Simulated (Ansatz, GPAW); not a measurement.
**Work function of a 9-layer slab of Ni(100) at several levels**

Wanted: work functions and dipole of a 9-layer slab of Ni(100), with the cost of each level.

Main program and level: GPAW 26.7.0 and Ansatz 0.2.0; Ansatz plane waves; slab in vacuum with a dipole correction, relaxation, in the first sound run; inputs show where later runs differ.

**1. Set-up**

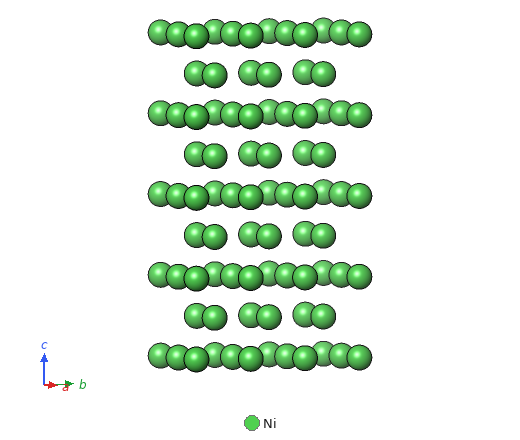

Start, viewed from the side, with the c axis up; nickel green. 2×3×1 cells are drawn. Some periodic images of atoms are drawn too.

The cell holds 9 atoms: 9 Ni. Its edges and angles: a = 2.489 Å, b = 2.489 Å, c = 30.080 Å, α = 90.0°, β = 90.0°, γ = 90.0°. Vacuum lies along c.

**2. Relaxing the atoms**

Forces are removed first; all later runs use this geometry. The lowest 4 atoms are held at bulk positions and keep their forces.

Contents of input.yaml:

```yaml
crystal:
  lattice:
    - [2.4890158698, 0.0, 0.0]
    - [0.0, 2.4890158698, 0.0]
    - [0.0, 0.0, 30.08]
  atoms:
    - { symbol: Ni, position: [0.0, 0.0, 0.2659574468], spin: 0.7 }
    - { symbol: Ni, position: [0.5, 0.5, 0.3244680851], spin: 0.7 }
    - { symbol: Ni, position: [0.0, 0.0, 0.3829787234], spin: 0.7 }
    - { symbol: Ni, position: [0.5, 0.5, 0.4414893617], spin: 0.7 }
    - { symbol: Ni, position: [0.0, 0.0, 0.5], spin: 0.7 }
    - { symbol: Ni, position: [0.5, 0.5, 0.5585106383], spin: 0.7 }
    - { symbol: Ni, position: [0.0, 0.0, 0.6170212766], spin: 0.7 }
    - { symbol: Ni, position: [0.5, 0.5, 0.6755319149], spin: 0.7 }
    - { symbol: Ni, position: [0.0, 0.0, 0.7340425532], spin: 0.7 }
magnetization:
  spin_polarized: true
kpoints:
  mp_grid: { grid: [13, 13, 1] }
hamiltonian:
  xc: pbe
scf:
  occupations: { method: fermi_dirac, width: 0.1 }
efield:
  axis: 3
  dipole_correction: true
  ramp_width: 0.05
relax:
  f_tol: 0.02
  max_steps: 60
  constraints: [{ sites: [0, 1, 2, 3] }]
output:
  write_potential: true
  write_density: true
  volumetric_format: npy
```

Run with:

```
$ ansatz run input.yaml --threads 4 --pin off --max-ram 8192MiB --backend cpu --events-out ev --progress --plain --runs-dir out
```

Numbers of over 12 decimals in the logs are rounded to 6 here.

The program printed:

```text
Engine: ansatz 0.2.0, x86_64-unknown-linux-gnu
Pseudopotentials: kind: paw
Pseudopotential: Ni, paw, valence charge 18, recommended cutoff 420 eV (normal), Ni.paw.azcp
Functional definition: PBE
  parameter kappa = 0.804
  parameter beta = 0.066725
  exchange = pbe_x(kappa = kappa, mu = beta*pi^2/3)
  correlation = pbe_c(beta = beta)
Crystal: 9 atoms, lattice volume = 186.352 Å³
Basis set: ecut = 420 eV, 3613 PW (Γ), exchange–correlation on 36×36×432 points (8 copies of the dense FFT grid, shifted against one another)
Bands: 101, of which v1, the nominal top of the filled ones, is band 81 counted from 1 (80 counted from 0)
Symmetry: 8 space group operations
k-points: 28 of 169
Non-local potential: Ni, projectors of the file, l = 0: 3, l = 1: 2, l = 2: 3, l = 3: 1
PAW form: soft (Blöchl's): semilocal exchange-correlation on the pseudo side does not see the compensation charge
PAW one-centre angular grid: Ni, 590 points (default); XC on 64 Gauss nodes
Initial density: superposition of atomic densities (neutral atoms: chi_scale 0, normalization atom)
Starting moments: Σ|m| = 6.3 μB on 9 of 9 sites
Initial wavefunctions: pseudopotential atomic-orbital guess
Functional: x = pbe(κ = 0.804, μ = 0.219515), c = pbe(β = 0.066725)
SCF iter   1: F=—  HF=-52547.882136 eV  |F-HF|=—  |Δ(HF+E_count)|=         —  Δρ=3.80e-2 (↑1.48e-2 ↓3.80e-2)  dr2=8.80e0  dr2_m=5.17e-1  M=6.595 μB ∫|m|=6.914 μB  β_m=1.00  ethr=3.10e-3  p=0.000 e·Å  D=1.47e-13 V/Å  ΔV_dip=-0.00 eV  dr2_dipole=2.22e-8  V_vac-E_F(+/−)=7.31/7.31 eV  ⟨swp⟩=7.6  Hψ=24039  notcnv=0  defer=190
Mixer restart at iter 1: flushing history
efield: sawtooth ramp at fractional position 0.9750 (placed from the atoms, in the widest stretch of the axis that holds none; the zero of the levels goes with the place), width 0.0500; the density the first Hamiltonian is built on has a dipole p = 0.000 e·Å; the dipole correction subtracts the counter field D = 1.47e-13 V/Å, which shifts the + side's vacuum level by -0.00 eV against the − side's; the planar-averaged density in the ramp window peaks in size at 7.7e-6 e/Å³
preconditioner: auto → LDOS  [metal: Δε(μ)=0.002 eV  Ē_g=7.537 eV  σ=0.100 eV  W_gap=0.00  n_scr=60 (ndim 8)  ℏωp=25.8 eV  f_vac=0.435  D(μ)=17.24/eV (n_scr^D=238)]
spin=Collinear: LDOS preconditioning applied to the charge; magnetization (m = ρ↑ − ρ↓) channel mixes plain (no charge-response kernel on spin).
SCF iter   2: F=—  HF=-52548.472938 eV  |F-HF|=—  |Δ(HF+E_count)|=   5.91e-1  Δρ=1.59e-2 (↑1.59e-2 ↓1.21e-2)  dr2=1.13e0  dr2_m=1.28e-2  M=6.474 μB ∫|m|=7.087 μB  β_m=0.30  ethr=3.10e-3  p=-0.000 e·Å  D=-2.06e-6 V/Å  ΔV_dip=0.00 eV  dr2_dipole=6.68e-12  V_vac-E_F(+/−)=6.27/6.27 eV  ⟨swp⟩=2.3  Hψ=9412  notcnv=0  defer=320
density mixer auto → msr1: a metal under ldos (density of states about μ 3.95 of a free-electron gas's, 60 screened modes)
SCF iter   3: F=—  HF=-52551.581776 eV  |F-HF|=—  |Δ(HF+E_count)|=    3.11e0  Δρ=8.06e-3 (↑8.06e-3 ↓6.56e-3)  dr2=2.82e-1  dr2_m=7.73e-3  M=6.437 μB ∫|m|=7.087 μB  β_m=0.48  ethr=6.98e-4  p=0.000 e·Å  D=2.49e-5 V/Å  ΔV_dip=-0.00 eV  dr2_dipole=4.37e-7  V_vac-E_F(+/−)=5.85/5.85 eV  ⟨swp⟩=2.2  Hψ=8908  notcnv=0  defer=332
SCF iter   4: F=—  HF=-52555.125793 eV  |F-HF|=—  |Δ(HF+E_count)|=         —  Δρ=8.23e-3 (↑4.62e-3 ↓8.23e-3)  dr2=1.91e-1  dr2_m=1.00e-2  M=6.178 μB ∫|m|=6.948 μB  β_m=0.48  ethr=1.74e-4  p=0.000 e·Å  D=1.43e-5 V/Å  ΔV_dip=-0.00 eV  dr2_dipole=1.54e-9  V_vac-E_F(+/−)=5.25/5.25 eV  ⟨swp⟩=2.7  Hψ=11096  notcnv=0  defer=366
SCF iter   5: F=—  HF=-52555.752879 eV  |F-HF|=—  |Δ(HF+E_count)|=   6.27e-1  Δρ=6.14e-3 (↑2.90e-3 ↓6.14e-3)  dr2=9.37e-2  dr2_m=8.47e-3  M=6.035 μB ∫|m|=6.819 μB  β_m=0.74  ethr=1.18e-4  p=0.000 e·Å  D=2.11e-5 V/Å  ΔV_dip=-0.00 eV  dr2_dipole=1.56e-7  V_vac-E_F(+/−)=5.13/5.13 eV  ⟨swp⟩=2.1  Hψ=8968  notcnv=0  defer=379
SCF iter   6: F=—  HF=-52556.022281 eV  |F-HF|=—  |Δ(HF+E_count)|=   2.69e-1  Δρ=5.44e-3 (↑4.82e-3 ↓5.44e-3)  dr2=1.17e-1  dr2_m=9.19e-4  M=5.909 μB ∫|m|=6.705 μB  β_m=0.59  ethr=5.78e-5  p=-0.000 e·Å  D=-2.29e-6 V/Å  ΔV_dip=0.00 eV  dr2_dipole=1.22e-6  V_vac-E_F(+/−)=4.96/4.96 eV  ⟨swp⟩=2.6  Hψ=11259  notcnv=0  defer=406
SCF iter   7: F=—  HF=-52555.981981 eV  |F-HF|=—  |Δ(HF+E_count)|=   4.03e-2  Δρ=1.57e-3 (↑1.57e-3 ↓1.47e-3)  dr2=1.84e-2  dr2_m=2.25e-4  M=5.873 μB ∫|m|=6.670 μB  β_m=0.54  ethr=5.78e-5  p=0.000 e·Å  D=1.25e-5 V/Å  ΔV_dip=-0.00 eV  dr2_dipole=2.01e-7  V_vac-E_F(+/−)=4.93/4.93 eV  ⟨swp⟩=2.1  Hψ=10553  notcnv=0  defer=411
SCF iter   8: F=—  HF=-52555.984784 eV  |F-HF|=—  |Δ(HF+E_count)|=   2.80e-3  Δρ=4.33e-4 (↑4.33e-4 ↓3.76e-4)  dr2=1.28e-3  dr2_m=5.34e-5  M=5.890 μB ∫|m|=6.692 μB  β_m=0.57  ethr=1.13e-5  p=0.000 e·Å  D=6.60e-6 V/Å  ΔV_dip=-0.00 eV  dr2_dipole=1.15e-9  V_vac-E_F(+/−)=4.92/4.92 eV  ⟨swp⟩=2.3  Hψ=8325  notcnv=0  defer=411
SCF iter   9: F=—  HF=-52555.985557 eV  |F-HF|=—  |Δ(HF+E_count)|=   7.73e-4  Δρ=2.65e-4 (↑2.06e-4 ↓2.65e-4)  dr2=9.87e-5  dr2_m=6.95e-5  M=5.897 μB ∫|m|=6.701 μB  β_m=0.61  ethr=7.87e-7  p=0.000 e·Å  D=2.27e-6 V/Å  ΔV_dip=-0.00 eV  dr2_dipole=2.35e-8  V_vac-E_F(+/−)=4.91/4.91 eV  ⟨swp⟩=2.6  Hψ=10909  notcnv=0  defer=411
SCF iter  10: F=—  HF=-52555.985545 eV  |F-HF|=—  |Δ(HF+E_count)|=   1.20e-5  Δρ=1.54e-4 (↑6.87e-5 ↓1.54e-4)  dr2=3.47e-5  dr2_m=1.20e-5  M=5.897 μB ∫|m|=6.702 μB  β_m=0.71  ethr=6.09e-8  p=0.000 e·Å  D=4.75e-8 V/Å  ΔV_dip=-0.00 eV  dr2_dipole=4.48e-8  V_vac-E_F(+/−)=4.91/4.91 eV  ⟨swp⟩=2.8  Hψ=9810  notcnv=0  defer=411
SCF iter  11: F=—  HF=-52555.985569 eV  |F-HF|=—  |Δ(HF+E_count)|=   2.43e-5  Δρ=1.70e-4 (↑1.09e-4 ↓1.70e-4)  dr2=8.53e-5  dr2_m=2.31e-6  M=5.895 μB ∫|m|=6.702 μB  β_m=0.54  ethr=2.14e-8  p=0.000 e·Å  D=3.06e-6 V/Å  ΔV_dip=-0.00 eV  dr2_dipole=3.41e-7  V_vac-E_F(+/−)=4.90/4.90 eV  ⟨swp⟩=2.9  Hψ=10779  notcnv=0  defer=411
SCF iter  12: F=—  HF=-52555.985561 eV  |F-HF|=—  |Δ(HF+E_count)|=   8.26e-6  Δρ=4.10e-5 (↑2.41e-5 ↓4.10e-5)  dr2=5.16e-6  dr2_m=2.68e-7  M=5.895 μB ∫|m|=6.702 μB  β_m=0.54  ethr=2.14e-8  p=0.000 e·Å  D=1.14e-7 V/Å  ΔV_dip=-0.00 eV  dr2_dipole=6.98e-9  V_vac-E_F(+/−)=4.90/4.90 eV  ⟨swp⟩=2.1  Hψ=8774  notcnv=0  defer=411
SCF iter  13: F=-52555.985554 eV  HF=-52555.985561 eV  |F-HF|=7.23e-6  |Δ(HF+E_count)|=   4.12e-7  Δρ=3.07e-5 (↑6.02e-6 ↓3.07e-5)  dr2=7.55e-6  dr2_m=3.38e-7  M=5.895 μB ∫|m|=6.702 μB  ethr=3.18e-9  p=0.000 e·Å  D=7.00e-7 V/Å  ΔV_dip=-0.00 eV  dr2_dipole=7.21e-8  V_vac-E_F(+/−)=4.90/4.90 eV  ⟨swp⟩=9.8  Hψ=48336  notcnv=0
SCF 1 converged in 13 iterations: F = -52555.985554 eV  dr2 = 7.55e-6
[...]
SCF iter  14: F=—  HF=-52555.996147 eV  |F-HF|=—  |Δ(HF+E_count)|=   6.88e-8  Δρ=2.18e-5 (↑3.18e-6 ↓2.18e-5)  dr2=8.50e-6  dr2_m=1.51e-7  M=5.890 μB ∫|m|=6.696 μB  β_m=0.51  ethr=1.39e-10  p=0.000 e·Å  D=7.21e-5 V/Å  ΔV_dip=-0.00 eV  dr2_dipole=4.49e-6  V_vac-E_F(+/−)=4.90/4.90 eV  ⟨swp⟩=1.0  Hψ=5656  notcnv=0  defer=409
SCF iter  15: F=-52555.996144 eV  HF=-52555.996146 eV  |F-HF|=2.55e-6  |Δ(HF+E_count)|=   2.43e-8  Δρ=1.09e-5 (↑1.66e-6 ↓1.09e-5)  dr2=1.78e-6  dr2_m=3.85e-8  M=5.890 μB ∫|m|=6.696 μB  ethr=1.39e-10  p=0.000 e·Å  D=7.20e-5 V/Å  ΔV_dip=-0.00 eV  dr2_dipole=7.96e-7  V_vac-E_F(+/−)=4.90/4.90 eV  ⟨swp⟩=7.1  Hψ=35415  notcnv=0
SCF 3 converged in 15 iterations: F = -52555.996144 eV  dr2 = 1.78e-6
relax step   3: F+E_penalty+E_count = -52555.99614394 eV  Δ(F+E_penalty+E_count) = -4.369e-3 eV  max|allowed force component| = 1.479e-2 eV/Å  Δτ_max = 0.0313 Å  (15 SCF iters, dr2 threshold 3.64e-6 eV, accepted)
iter 1 solved again at ethr=5.09e-12 eV; its pass at ethr=3.10e-3 eV (dr2=8.24e-9 eV) is discarded
SCF iter   1: F=—  HF=-52555.996146 eV  |F-HF|=—  |Δ(HF+E_count)|=         —  Δρ=8.88e-7 (↑8.88e-7 ↓7.38e-7)  dr2=8.33e-9  dr2_m=5.64e-10  M=5.890 μB ∫|m|=6.696 μB  β_m=1.00  ethr=5.09e-12  p=0.000 e·Å  D=7.20e-5 V/Å  ΔV_dip=-0.00 eV  dr2_dipole=6.82e-9  V_vac-E_F(+/−)=4.90/4.90 eV  ⟨swp⟩=1.8  Hψ=13906  notcnv=0  defer=409
efield: sawtooth ramp at fractional position 0.9750 (handed on by an earlier solve), width 0.0500; the density the first Hamiltonian is built on has a dipole p = 0.000 e·Å; the dipole correction subtracts the counter field D = 7.20e-5 V/Å, which shifts the + side's vacuum level by -0.00 eV against the − side's; the planar-averaged density in the ramp window peaks in size at 9.5e-6 e/Å³
preconditioner: auto → LDOS  [metal: Δε(μ)=0.010 eV  Ē_g=7.649 eV  σ=0.100 eV  W_gap=0.02  n_scr=16 (ndim 8)  ℏωp=25.8 eV  f_vac=0.444  D(μ)=14.92/eV (n_scr^D=196)]
spin=Collinear: LDOS preconditioning applied to the charge; magnetization (m = ρ↑ − ρ↓) channel mixes plain (no charge-response kernel on spin).
SCF iter   2: F=—  HF=-52555.996146 eV  |F-HF|=—  |Δ(HF+E_count)|=   5.72e-9  Δρ=7.69e-6 (↑1.02e-6 ↓7.69e-6)  dr2=1.02e-6  dr2_m=1.98e-8  M=5.890 μB ∫|m|=6.696 μB  β_m=0.34  ethr=5.09e-12  p=0.000 e·Å  D=7.23e-5 V/Å  ΔV_dip=-0.00 eV  dr2_dipole=5.13e-7  V_vac-E_F(+/−)=4.90/4.90 eV  ⟨swp⟩=1.0  Hψ=5659  notcnv=0  defer=409
density mixer auto → msr1: a metal under ldos (density of states about μ 3.62 of a free-electron gas's, 60 screened modes)
SCF iter   3: F=—  HF=-52555.996146 eV  |F-HF|=—  |Δ(HF+E_count)|=   1.30e-9  Δρ=4.96e-6 (↑6.55e-7 ↓4.96e-6)  dr2=4.23e-7  dr2_m=8.35e-9  M=5.890 μB ∫|m|=6.696 μB  β_m=0.43  ethr=5.09e-12  p=0.000 e·Å  D=7.27e-5 V/Å  ΔV_dip=-0.00 eV  dr2_dipole=2.41e-7  V_vac-E_F(+/−)=4.90/4.90 eV  ⟨swp⟩=1.0  Hψ=5657  notcnv=0  defer=409
SCF iter   4: F=-52555.996146 eV  HF=-52555.996146 eV  |F-HF|=5.17e-8  |Δ(HF+E_count)|=  2.47e-10  Δρ=2.76e-6 (↑4.49e-7 ↓2.76e-6)  dr2=5.29e-8  dr2_m=2.44e-9  M=5.890 μB ∫|m|=6.696 μB  ethr=5.09e-12  p=0.000 e·Å  D=7.29e-5 V/Å  ΔV_dip=-0.00 eV  dr2_dipole=1.28e-10  V_vac-E_F(+/−)=4.90/4.90 eV  ⟨swp⟩=7.2  Hψ=33052  notcnv=0
SCF 4 converged in 4 iterations: F = -52555.996146 eV  dr2 = 5.29e-8
relax step   4: F+E_penalty+E_count = -52555.99614643 eV  Δ(F+E_penalty+E_count) = -2.492e-6 eV  max|allowed force component| = 1.478e-2 eV/Å  Δτ_max = 0.0000 Å  (4 SCF iters, accepted)
NSCF: frozen V_eff on 28 k-points
the band table was solved once a step of the walk had ended and its energy, with any forces and stress, was formed, with the checks that follow a solve (29503 applications of the Hamiltonian). They found nothing against the state; the energy, forces and stress were not computed again (output.eigenvalues in the input reference)
WARN: The output density's exchange-correlation potential varies sharply where the density is thin. Do not read a vacuum level from v_tot or v_xc, or from such a field of the output density. On a cell that repeats whose density bears no net charge and no dipole along the vacuum's axis use v_es (v_loc + v_h of the components); under efield.dipole_correction with no amplitude use v_es + v_field, which holds any externa [...]
SCF converged after 4 iterations
Magnetization: 5.8904 μB (83.9452 up, 78.0548 down)
Absolute magnetization: 6.7025 μB (∫|ρ↑−ρ↓|, with the PAW one-centre terms)
Spin contamination: 0.0742 ħ² per cell (⟨S²⟩ above its minimum at these occupations)
Per-site moments (μB) at R_I (Å): [(0.766865, 1.026719), (0.686856, 1.026719), (0.675968, 1.026719), (0.659074, 1.026719), (0.665111, 1.026559), (0.659215, 1.026559), (0.673127, 1.026719), (0.688578, 1.007861), (0.762625, 1.007861)]
Free energy (F): -52555.996146 eV
Harris-Foulkes:  -52555.996146 eV  (|F-HF|=5.17e-8)
Internal energy: -52555.506328 eV  (E = F + TS)
E sigma→0 (E₀):  -52555.751237 eV
Entropy (-TS):   -0.489818 eV (-54.424 meV/atom)
Fermi energy:    7.278036 eV
Dipole field:    D = 0.000089 V/Å  (p = 0.000091 e·Å, saw-weighted, corrected)
Work function:   Φ+ = 4.8981 eV   Φ− = 4.9007 eV
Levels:          The Fermi level and band energies are counted from a zero that moves with the ramp; work functions are not
--- Per-component energies (eV) ---
  E_band       = -4309.155409
  E_kinetic    = 2536.209860
  E_local      = -467293.014688  (includes V_loc(G=0)·N_el)
  E_nonlocal   = 5728.671436
  E_hartree    = 230218.028359
  E_xc         = -759.257554
  E_vxc        = -978.707824  (∫ρ·V_xc dr)
  E_paw        = -14673.785199  (= ΣΔE_a)
  E_vpaw       = -4738.305267  (= ΣTr[D̂ρ^β])
  E_aug_tail   = 0.005022  (compensation charges beyond the density's cutoff)
  E_efield     = 0.000000  (sawtooth field / dipole correction)
  E_vefield    = 0.000056  (∫n·V_field dr)
  E_ewald      = 191687.636436
  E_smearing   = -0.489818  (= −TS)
  E_closure    = -0.000000  (closes the sum)
  Σ components = -52555.996146   (vs F -52555.996146, Δ=0.00e0)
--- Forces (eV/Å), atoms counted from 1 ---
  atom   1  Ni     0.00000000     0.00000000     0.31781115
  atom   2  Ni     0.00000000     0.00000000    -0.35665322
  atom   3  Ni     0.00000000     0.00000000     0.02514132
  atom   4  Ni     0.00000000     0.00000000     0.01424274
  atom   5  Ni     0.00000000     0.00000000    -0.00186932
  atom   6  Ni     0.00000000     0.00000000     0.00271961
  atom   7  Ni    -0.00000000     0.00000000     0.00064211
  atom   8  Ni    -0.00000000     0.00000000    -0.01478367
  atom   9  Ni     0.00000000     0.00000000     0.01270142
  max |Σ_I F_I| component: 4.79e-5 eV/Å
--- Band table (eV; the first three rows and the last of 56) ---
  k-point 0 ↑: bands = [... 77 lower, 6.4130, 6.4568, 6.4568, 6.5389, 6.6306, 6.6607, 6.6607, 6.6871, ... 16 higher]
  k-point 1 ↑: bands = [... 77 lower, 6.3692, 6.3746, 6.4375, 6.4984, 6.5496, 6.5796, 6.6531, 6.6692, ... 16 higher]
  k-point 2 ↑: bands = [... 77 lower, 6.1732, 6.3414, 6.3522, 6.4873, 6.5245, 6.6255, 6.6920, 6.7111, ... 16 higher]
  k-point 27 ↓: bands = [... 77 lower, 7.6425, 7.6579, 7.8576, 7.8927, 9.6122, 10.2558, 10.5130, 11.1215, ... 16 higher]
--- Relaxed structure (4 steps of the walk, 4 accepted, 0 SCFs on fresh bases) ---
  F+E_penalty+E_count = -52555.99614643 eV   max|allowed force component| = 1.478e-2 eV/Å
  atoms:
    - { symbol: Ni, position: [0.0, 0.0, 0.2659574468] }
    - { symbol: Ni, position: [0.500000, 0.500000, 0.3244680851] }
    - { symbol: Ni, position: [0.0, 0.0, 0.382979] }
    - { symbol: Ni, position: [0.500000, 0.500000, 0.4414893617] }
    - { symbol: Ni, position: [0, 0.0, 0.500001] }
    - { symbol: Ni, position: [0.500000, 0.500000, 0.558494] }
    - { symbol: Ni, position: [0, 0.0, 0.617043] }
    - { symbol: Ni, position: [0.500000, 0.500000, 0.676031] }
    - { symbol: Ni, position: [0, 0.0, 0.732371] }
```

Wall time 1.8 min (4 threads of AMD EPYC 7R13 (Zen 3), shared host); peak memory 1.3 GiB; 7.1 min of CPU time.

Step by step:

```csv
step,energy less that of the first step (eV),largest force component (eV/Å)
1,0.0000,0.3569
2,-0.0062,0.2413
3,-0.0106,0.0148
4,-0.0106,0.0148
```

Forces are held to the 8 operations that the run works with; a distortion that breaks them can't arise in this run.

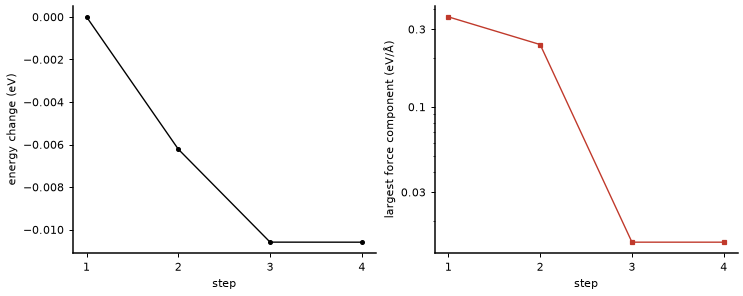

Energy and largest force along the relaxation.

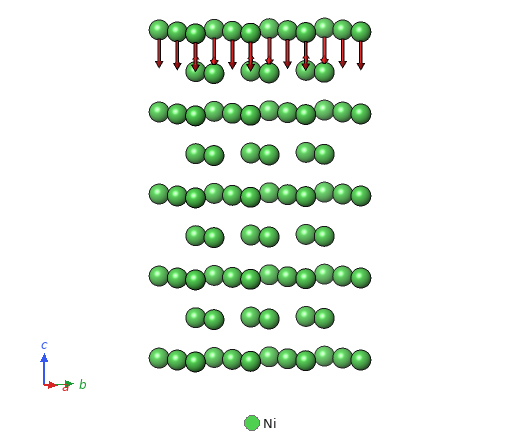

Displacements in the relaxation, exaggerated; the longest in the cell stands for 0.05 Å. 2×3×1 cells are drawn. Some periodic images of atoms are drawn too.

The atoms that moved most (Å):

```csv
atom,dx,dy,dz,length
Ni9,0.000,0.000,-0.050,0.050
Ni8,0.000,0.000,0.015,0.015
```

This step gave:

- free energy: -52555.9961 eV
- smearing term TS: 0.4898 eV
- magnetization: 5.890 μB
- absolute magnetization: 6.702 μB
- symmetry operations: 8
- upper work function: 4.898 eV
- lower work function: 4.901 eV
- dipole along the normal: 9.13e-5 e·Å
- dipole field: 8.86e-5 V/Å
- vacuum level above: 12.18 eV
- vacuum level below: 12.18 eV

The electrostatic potential energy of an electron (with the applied field's), less the Fermi level, planar mean oscillates, so the rows of the table below give means over windows of 1.81 Å about each position, cut where the curve ends. Its maxima inside the range that stand out by 2 % of the span (Å: eV): 8.9: -2.43, 10.6: -2.69, 12.4: -2.48, 14.2: -2.60, 15.9: -2.61, 17.7: -2.46, 19.5: -2.46, 21.2: -3.31. Its minima: 7.9: -17.2, 9.7: -17.5, 11.6: -17.4, 13.2: -17.4, 15.0: -17.5, 16.9: -17.4, 18.5: -17.4, 20.3: -17.5, 22.0: -17.3.

Table of electrostatic potential energy of an electron (with the applied field's), less the Fermi level, planar mean by z; means over each step:

```csv
z (Å),"electrostatic potential energy of an electron (with the applied field's), less the Fermi level, planar mean (eV)"
0.91,4.90
2.71,4.90
4.52,4.89
6.33,3.63
8.14,-9.85
9.95,-10.2
11.76,-10.2
13.57,-10.3
15.38,-10.3
17.20,-10.3
19.00,-10.3
20.81,-10.9
22.62,-6.45
24.43,4.71
26.24,4.90
28.05,4.90
29.86,4.90
```

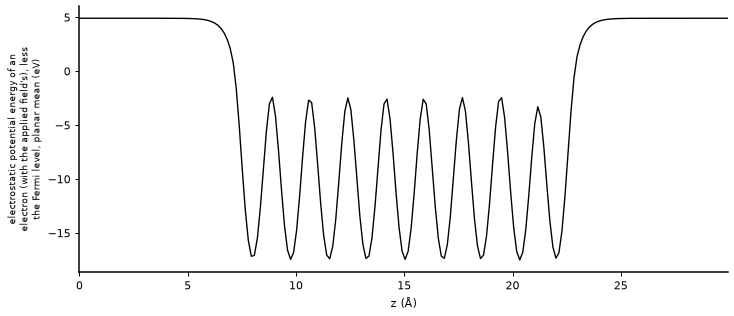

Electrostatic potential energy of an electron (with the applied field's), less the Fermi level, planar mean, plotted against z.

[end of part 1 of 3]

[Logs are printed without paths, hosts, clocks, repeated set-up lines and the standing remarks that a program may print on its own settings, such as how far it seeks lower states.]

[Hosts, paths, dates, database ids (printed as entryN), source tags and the programs' standing remarks are cut or masked in the printed files.]
